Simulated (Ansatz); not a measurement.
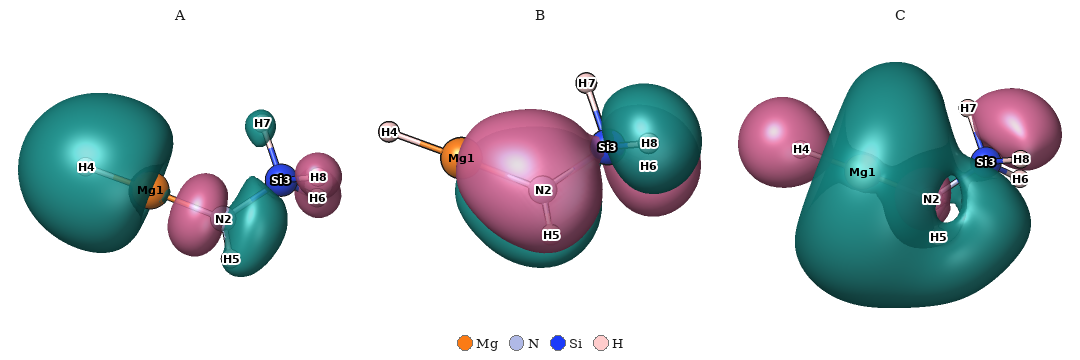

*H5MgNSi (SMILES [MgH][NH][SiH3]). Three frontier orbitals at ±0.05 Å⁻³ᐟ² (teal and pink are the two phases), in no order.*

Geometry: PBE0-D3(BJ)/def2-SVP.

These are results of isolated molecule in a Gaussian basis; Kohn-Sham density functional theory, functional PBE0 (Ansatz), not measurements.

```yaml
atoms:
  - { symbol: Mg, position_ang: [-1.9469, 0.4209, 0.4373] }
  - { symbol: N, position_ang: [-0.9497, 0.4147, 2.0758] }
  - { symbol: Si, position_ang: [0.7719, 0.3971, 2.1583] }
  - { symbol: H, position_ang: [-2.8647, 0.4270, -0.9864] }
  - { symbol: H, position_ang: [-1.4071, 0.4218, 2.9861] }
  - { symbol: H, position_ang: [1.3629, -0.8069, 2.8364] }
  - { symbol: H, position_ang: [1.2567, 0.3881, 0.7325] }
  - { symbol: H, position_ang: [1.3878, 1.5925, 2.8295] }
```

Question: Which picture is the HOMO−1, the HOMO and the LUMO?

Answer: A is the HOMO−1 (−7.90 eV). By Hirshfeld shares it lies mainly on H4 (about 55 %), Mg1 (about 30 %) and N2 (about 10 %). B is the HOMO (−6.89 eV). By Hirshfeld shares it lies mainly on N2 (about 60 %), Si3 (about 15 %), Mg1 (about 10 %), H6 (about 5 %) and H8 (about 5 %). C is the LUMO (−0.87 eV). Its weight (Hirshfeld) is mainly on Mg1 (about 55 %), Si3 (about 15 %), H4 (about 10 %), N2 (about 10 %) and H5 (about 5 %).

Question: What is the HOMO–LUMO gap?

Answer: 6.02 eV between the orbital energies.
